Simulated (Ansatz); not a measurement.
CH6O2Si2

Input file:

```
crystal:
  periodic: [false, false, false]
  atoms:
    - { symbol: C, position_ang: [0.657, 1.0317, 0.1731] }
    - { symbol: O, position_ang: [-0.6801, 0.9831, 0.8385] }
    - { symbol: Si, position_ang: [-1.5033, -0.4844, 0.5772] }
    - { symbol: O, position_ang: [-0.3338, -1.3415, -0.417] }
    - { symbol: Si, position_ang: [1.0201, -0.5269, -0.8385] }
    - { symbol: H, position_ang: [1.378, 1.2737, 0.9175] }
    - { symbol: H, position_ang: [0.5992, 1.9372, -0.5138] }
    - { symbol: H, position_ang: [-1.5947, -1.1791, 1.8726] }
    - { symbol: H, position_ang: [-2.7474, -0.2396, -0.072] }
    - { symbol: H, position_ang: [1.0778, -0.2817, -2.2619] }
    - { symbol: H, position_ang: [2.1925, -1.2297, -0.2551] }
basis:
  gaussian: { orbitals: def2-SVP }
hamiltonian:
  xc: pbe0
relax:
  f_tol: 0.02
  max_steps: 50
output:
  orbitals: {}
```

Command:

```sh
ansatz run input.yaml --threads 2 --pin off --max-ram 3072MiB --backend cpu --events-out ev --progress --plain --runs-dir out
```

The fields are those of the relaxed geometry.

All numbers below come from RKS PBE0/def2-SVP (Ansatz 0.2.0).

### What can the converged electron density and electron localisation function tell about the bonding?

C–O (1.42 Å): ρ at the midpoint is about 1.9 e/Å³, with its minimum of 1.7 e/Å³ about 0.5 Å from C; the ELF peaks at about 0.90 between the atoms, as expected for a polar covalent bond.
Si–O (1.67 Å): the density is about 1.1 e/Å³ at the midpoint; the ELF peaks at about 0.90 between the atoms, as expected for a polar covalent bond.
C–Si (1.92 Å): ρ at the midpoint is about 0.93 e/Å³; the ELF peaks at about 1 between the atoms, as expected for a shared electron pair.

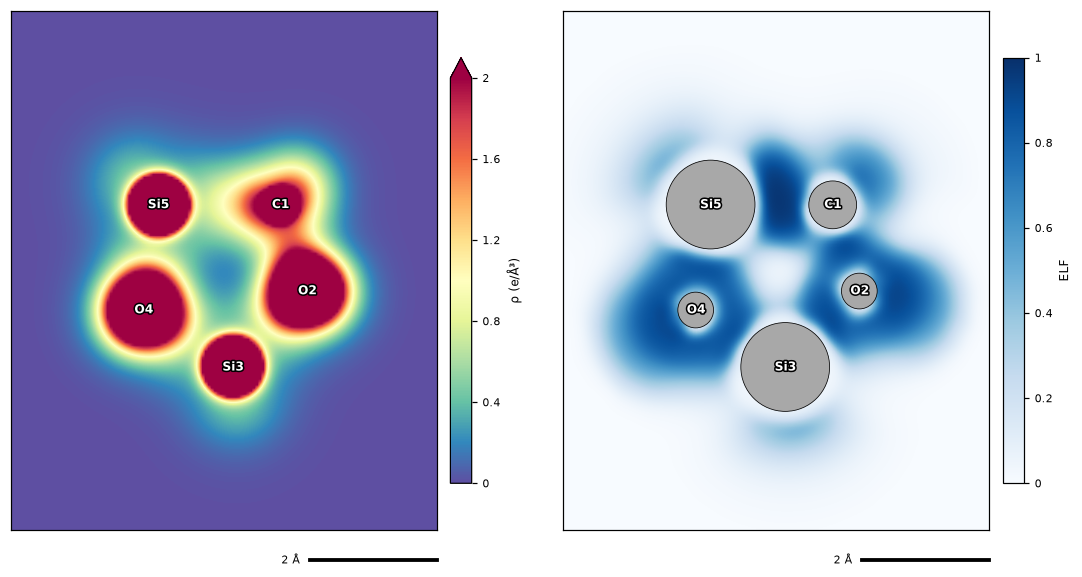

Computed electron density and electron localisation function on the plane of atoms Si3, O4 and Si5, in this order. Grey discs cover the atomic cores in the ELF map. 
